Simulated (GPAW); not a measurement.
Consider NbAl3 (I4/mmm).

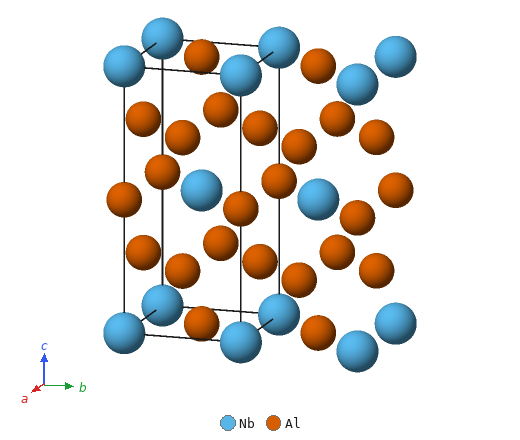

The structure (niobium blue, aluminium orange). 1×2×1 conventional cells are drawn. Some periodic images of atoms are drawn too.

```cif
data_structure
_symmetry_space_group_name_H-M 'P 1'
_symmetry_Int_Tables_number 1
_cell_length_a 5.0769
_cell_length_b 5.0769
_cell_length_c 5.0769
_cell_angle_alpha 135.631
_cell_angle_beta 135.631
_cell_angle_gamma 64.551
_cell_volume 63.10
loop_
_atom_site_label
_atom_site_type_symbol
_atom_site_fract_x
_atom_site_fract_y
_atom_site_fract_z
_atom_site_occupancy
Nb1 Nb 0.00000 0.00000 0.00000 1
Al2 Al 0.25000 0.75000 0.50000 1
Al3 Al 0.75000 0.25000 0.50000 1
Al4 Al 0.50000 0.50000 0.00000 1
```

Absorber: atom 4, with 4 Nb at 2.71 Å and 8 Al at 2.88 Å (distorted cuboctahedral, site symmetry 4/mmm). Method: GPAW, LDA, excited-electron core hole (neutral cell), 16-atom cell with 5.4 Å between holes, 4×4×4 k points, dipole transitions, Gaussian full width 0.9 eV up to 4 eV, rising linearly to 3.5 eV at 25 eV.

Where do the maxima of the Al K edge fall?

Main maxima up to 24 eV above the zero (height): 0.8 eV (1.68), 3.2 eV (0.97), 7.5 eV (1.66) and 15.2 eV (1.08). A K edge sees empty p states on the absorber. The total-energy difference is 1563.54 eV. One term is added: -13.88 eV, since the hole is spin-paired here and a spin-polarised one costs that much less in the free atom (computed apart). The photon energy is then 1549.66 eV. The tabulated edge of the element is 1559 eV. The functional leaves an error in such absolute values: in the free atom LDA prices this hole 7.2 eV below PBE (computed apart), and PBE is itself good to a few eV.

The Al K spectrum (energy from the lowest empty level; intensity scaled to a mean of 1 over the first 20 eV; polarised curves are means over the symmetry-equivalent atoms):

```csv
E (eV),isotropic,ε ⊥ c,ε ∥ c
-2.0,0.00,0.00,0.00
-0.5,0.13,0.10,0.19
1.0,1.57,1.02,2.69
2.5,0.64,0.65,0.63
4.0,0.90,0.99,0.71
5.5,1.07,0.73,1.75
7.0,1.59,1.77,1.22
8.5,1.39,1.45,1.27
10.0,1.17,1.30,0.91
11.5,0.84,0.85,0.82
13.0,0.68,0.60,0.84
14.5,0.99,0.88,1.21
16.0,1.00,0.89,1.22
17.5,0.76,0.73,0.82
19.0,0.62,0.67,0.54
20.5,0.56,0.62,0.42
22.0,0.57,0.67,0.36
23.5,0.57,0.67,0.37
25.0,0.55,0.61,0.43
26.5,0.59,0.64,0.50
28.0,0.78,0.82,0.71
29.5,0.93,0.91,0.96
31.0,0.92,0.89,0.98
```

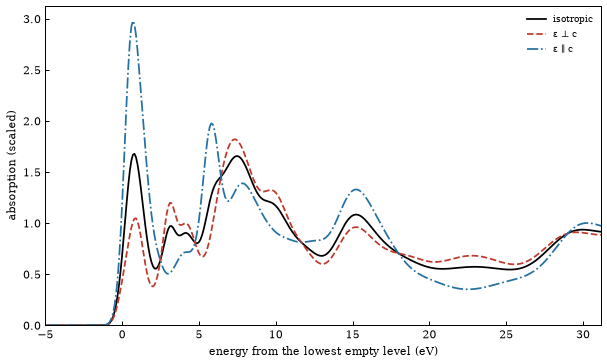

The Al K edge.

The crystal has 2 inequivalent Al sites and not all are shown here, while a measurement adds them all. The holes are only 5.4 Å apart, so the shape is probably not converged with cell size; no larger cell was run here. The mesh is coarse (0.30 Å⁻¹ between points), so small maxima may be mesh ripples. The structure is a computed Materials Project entry and may be a hypothetical form.

[Banner, clock and machine lines of the logs are left out without a mark of their own.]

[Logs are printed without paths, hosts, clocks, repeated set-up lines and the standing remarks that a program may print on its own settings, such as how far it seeks lower states.]

[Hosts, paths, dates, database ids (printed as entryN), source tags and the programs' standing remarks are cut or masked in the printed files.]

[Lists of maxima count a maximum above −3 eV only where it reaches 4 % of the highest in the window and stands out from its surroundings by 2 % of it (1.5 % where it reaches 55 %); shoulders and weaker maxima are passed over, and of the rest the first, up to two pre-edge ones and the few strongest are named.]
